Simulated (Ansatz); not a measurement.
Process, species as SMILES: [SiH2] (SiH2) (closed-shell singlet) → 2 H atom + Si atom
B3LYP-D3(BJ)/def2-TZVP geometries, fixed; electronic energies without zero-point terms.
Largest species:
```xyz
3

Si     0.0052     0.0009     0.1327
H     -0.0342     1.0849    -0.9366
H     -0.0389    -1.0973    -0.9218
```

Basis-set convergence of the atomisation energy at PBE with Ansatz (a first-principles code). Cartesian d functions, on some or all atoms, in 6-31G*, 6-311+G**; all else is spherical. The program fits the integrals of some runs and decomposes those of others, by size. Open shells are unrestricted. No added dispersion term, no relativity. Functions are those of the species that has most. Reference: the value in aug-cc-pV(5+d)Z, 148.03 kcal/mol, itself unsure by roughly 0.10 kcal/mol (its mean distance from pcseg-4, aug-pcseg-3, aug-cc-pV(Q+d)Z). Deviations are taken from unrounded values.

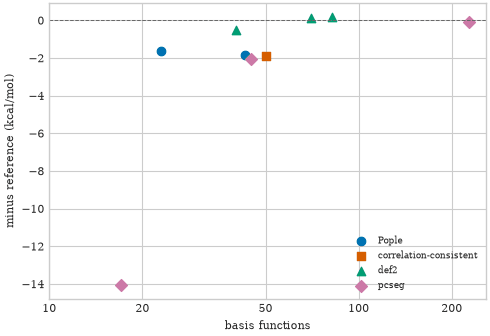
Deviation from the reference against the number of basis functions, by family of sets.

| basis | functions | atomisation energy (kcal/mol) | minus reference (kcal/mol) |
|---|---|---|---|
| pcseg-0 | 17 | 133.96 | -14.07 |
| 6-31G* | 23 | 146.39 | -1.64 |
| def2-SVPD | 40 | 147.51 | -0.52 |
| 6-311+G** | 43 | 146.19 | -1.84 |
| aug-pcseg-1 | 45 | 145.99 | -2.03 |
| aug-cc-pV(D+d)Z | 50 | 146.16 | -1.87 |
| def2-TZVPP | 70 | 148.15 | 0.12 |
| def2-TZVPPD | 82 | 148.23 | 0.20 |
| pcseg-4 | 227 | 147.96 | -0.07 |
